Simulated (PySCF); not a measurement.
# C$_{2}$H$_{8}$Si$_{2}$: what the fields show

The calculation's input:

```
{"job": {"kind": "nmr", "xc": "PBE0", "basis": "pcSseg-1"}, "charge": 0, "multiplicity": 1}
C      0.258479     0.397033     1.283643
Si     1.287516    -0.244917    -0.187013
C     -0.257338    -0.392187    -1.294028
Si    -1.287625     0.241067     0.179550
H      0.497039     1.421726     1.606567
H      0.263545    -0.251770     2.172594
H      2.303723     0.731605    -0.689390
H      1.966143    -1.552013     0.077208
H     -0.260077     0.264764    -2.177048
H     -0.496655    -1.413526    -1.626696
H     -1.978864     1.542429    -0.080329
H     -2.293477    -0.745582     0.682891
```

Run with:

```sh
OMP_NUM_THREADS=1 python probes_run.py task.json out
```

Geometry: PBE0-D3(BJ)/def2-SVP.

These are results of PBE0/pcSseg-1, SCF density, gas phase, non-relativistic (PySCF 2.14.0), not measurements.

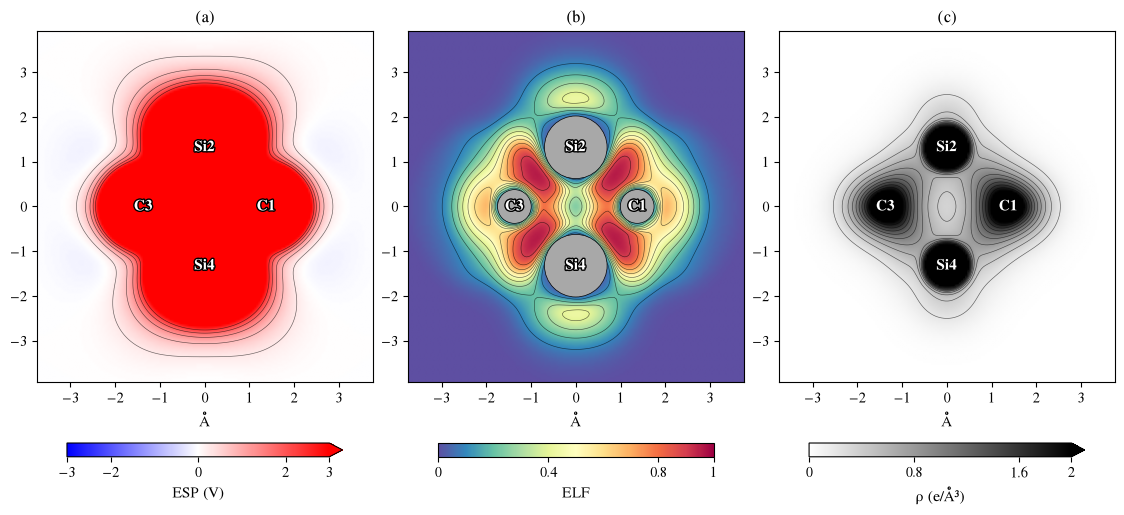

Figure 1. (a) electrostatic potential; (b) electron localisation function; (c) electron density on the plane of atoms Si2, C1 and Si4. Grey discs cover the atomic cores in the ELF map.

**Interpret the plot.**

- The section cuts through C and Si sites.
- C–Si (1.91 Å): the density is about 0.89 e/Å³ at the midpoint; the ELF peaks at about 0.95 between the atoms, as expected for a shared electron pair.
- The potential has no marked negative region in this plane.

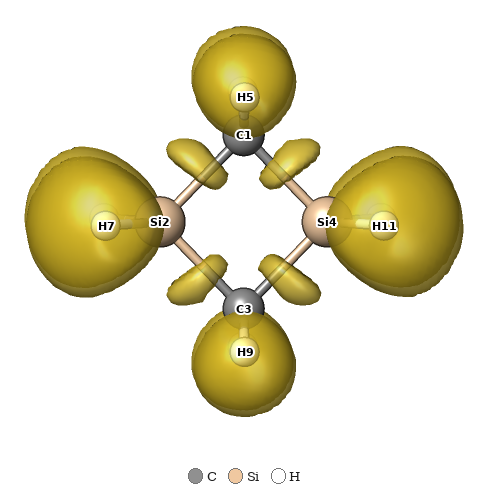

Figure 2. Isosurface of the ELF at 0.85 (yellow), seen across its widest extent. Core shells and regions of very low density are left out.

**Identify the bonds, lone pairs and shells in this picture.**

At this value the surface marks out four regions between bonded C–Si atoms (shared pairs) and eight regions around hydrogen nuclei.


 C–H (1.10 Å): the ELF climbs to about 1 towards the hydrogen, as it does in any bond to H; a covalent bond by its length.

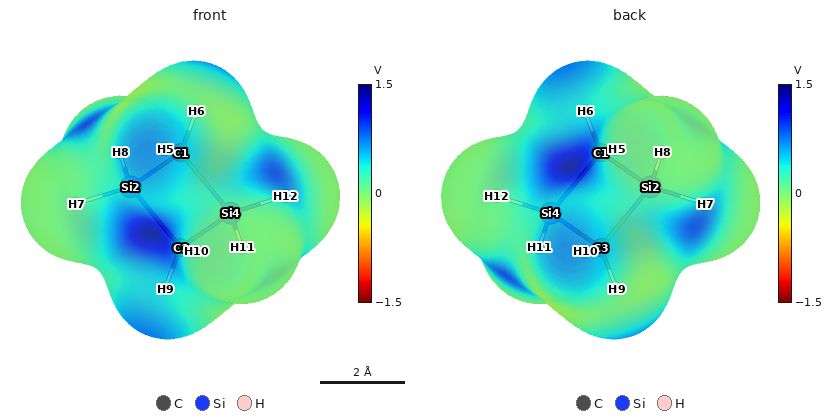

Figure 3. The molecular electrostatic potential painted on the density surface at 0.002 e/bohr³, seen from the front and from behind; red is negative and blue positive.

**Which sites attract a positive test charge, and which a negative one?**

A positive charge is drawn to the negative regions and a negative charge to the positive ones. The most negative region (about −0.1 V) lies over C1 and C3, the most positive (about +1.3 V) over Si2 and Si4.
